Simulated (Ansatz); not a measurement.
# BH3 (borane) at RPA@PBE/6-31G(d) (spherical functions)

Aim: the vertical electron affinity of BH3 (borane) at RPA@PBE/6-31G* (spherical functions), from 2 runs. 

Program for the calculation: Ansatz 0.2.0.

54 further runs of the same task are left out: 54 set aside as unsound or not needed.

## Step 1: The system as given

BH3: 4 atoms, total charge 0, spin state singlet. As SMILES, `B`. The coordinates come from a PBE0-D4/def2-TZVP relaxation.

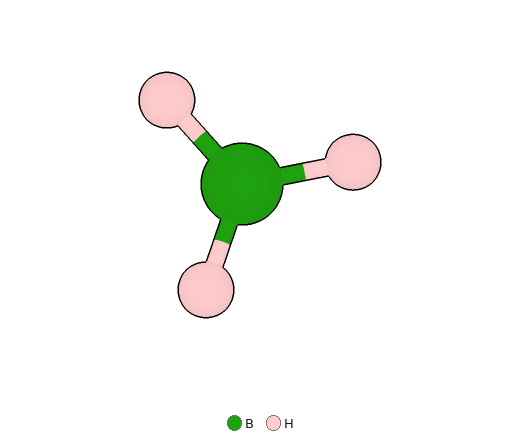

Viewed from a chosen angle; boron green, hydrogen pink.

## Step 2: The energy at RPA@PBE/6-31G(d) (spherical functions)

The input, input.yaml:

```yaml
basis:
  gaussian: {orbitals: 6-31G_st_-spherical.json}
crystal:
  periodic: [false, false, false]
  atoms:
    - {symbol: B, position_ang: [0.013900, -0.015100, -0.005100]}
    - {symbol: H, position_ang: [0.982200, 0.381700, 0.568800]}
    - {symbol: H, position_ang: [-0.276200, -1.171800, 0.043000]}
    - {symbol: H, position_ang: [-0.664400, 0.744900, -0.626900]}
hamiltonian: {xc: {name: PBE}}
correlation: {method: rpa, frozen_orbitals: {B: 1, H: 0}}
accuracy: high
```

The basis set 6-31G* is read from a file made from the Basis Set Exchange's data (not shown).

Run with:

```console
$ ansatz run input.yaml --threads 1 --pin off --max-ram 2610MiB --events-out events.jsonl --progress --plain --runs-dir runs
```

Output:

```text
Warning: RAYON_NUM_THREADS=1 ignored (pool sized by the plan → 1); use --threads N
Functional definition: PBE
  name "PBE"
  parameter kappa = 0.804
  parameter beta = 0.06672455060314922
  exchange = pbe_x(kappa = kappa, mu = beta*pi^2/3)
  correlation = pbe_c(beta = beta)
417 factors; integrals over basis functions are off by at most 2.5e-9 eV
mean field evaluation 1: about -721.5099 eV, gradient 1.3e1 eV
mean field evaluation 2: about -721.4978 eV, gradient 1.3e1 eV
mean field evaluation 4: about -722.2245 eV, gradient 1.2e0 eV
mean field evaluation 8: about -722.2280 eV, gradient 1.2e-4 eV
mean field -722.22803018 eV, -26.5413905655 hartree, gradient 1.0e-8 eV, S^2 0.000000; 0 other end points of the search recorded, 0 dependent functions left out
1 core orbitals not correlated: weight in the atoms' cores, before any rotation towards them, 1.000 or more for the frozen orbitals, at most 0.000 for the correlated occupied ones
reference -717.97075429 eV, -26.3849385620 hartree; 3, 3 occupied and 16, 16 virtual orbitals, 417 factors
Total energy: -722.31207105 eV, -26.5444790102 hartree
```

Wall time 0.81 s (1 thread of Arm Neoverse V1, shared host).

## Step 3: The doublet anion at the same level

The input, job.yaml:

```yaml
crystal:
  periodic: [false, false, false]
  atoms:
    - symbol: B
      position_ang: [0.013900, -0.015100, -0.005100]
    - symbol: H
      position_ang: [0.982200, 0.381700, 0.568800]
    - symbol: H
      position_ang: [-0.276200, -1.171800, 0.043000]
    - symbol: H
      position_ang: [-0.664400, 0.744900, -0.626900]
basis:
  gaussian:
    orbitals: 6-31G_st_-spherical.json
total_charge: -1
magnetization:
  spin_polarized: true
  initial_magnetization: 1
hamiltonian:
  xc: pbe
correlation:
  method: rpa
  frozen_orbitals: {B: 1, H: 0}
accuracy: high
```

The basis set 6-31G* is read from a file made from the Basis Set Exchange's data (not shown).

Run with:

```console
$ ansatz run job.yaml --threads 1 --pin off --max-ram 2610MiB --events-out events.jsonl --progress --plain --runs-dir runs
```

Output:

```text
Warning: RAYON_NUM_THREADS=1 ignored (pool sized by the plan → 1); use --threads N
Functional definition: PBE
  name "PBE"
  parameter kappa = 0.804
  parameter beta = 0.06672455060314922
  exchange = pbe_x(kappa = kappa, mu = beta*pi^2/3)
  correlation = pbe_c(beta = beta)
417 factors; integrals over basis functions are off by at most 2.5e-9 eV
mean field evaluation 1: about -721.1025 eV, gradient 5.5e0 eV
mean field evaluation 2: about -721.0967 eV, gradient 5.5e0 eV
mean field evaluation 4: about -721.3386 eV, gradient 8.9e-1 eV
mean field evaluation 8: about -721.3438 eV, gradient 6.8e-4 eV
mean field evaluation 16: about -721.3438 eV, gradient 5.0e-8 eV
mean field -721.34381887 eV, -26.5088963990 hartree, gradient 5.0e-8 eV, S^2 0.754092; 0 other end points of the search recorded, 0 dependent functions left out
1 core orbitals not correlated: weight in the atoms' cores, before any rotation towards them, 1.000 or more for the frozen orbitals, at most 0.000 for the correlated occupied ones
reference -716.30760704 eV, -26.3238190281 hartree; 4, 3 occupied and 15, 16 virtual orbitals, 417 factors
Total energy: -720.99788693 eV, -26.4961836349 hartree
```

It took 1.1 s on 1 thread of Arm Neoverse V1, shared host; peak memory 0.1 GiB.

## Step 4: Summary of results

At RPA@PBE/6-31G* (spherical functions), 1 core orbital frozen:

| quantity | value |
| --- | --- |
| singlet BH3: total energy | -26.54448 Eh |
| singlet BH3: RPA correlation energy (valence) | -159.5 mEh |
| doublet anion: total energy | -26.49618 Eh |
| doublet anion: RPA correlation energy (valence) | -172.4 mEh |
| doublet anion: ⟨S²⟩ of the reference determinant | 0.754 |
| vertical electron affinity (to the doublet anion) | -1.314 eV |

The anion lies 1.31 eV (127 kJ/mol) above the neutral: the electron isn't bound at this level, and such a value depends on the basis. Without diffuse functions anions come out too high.
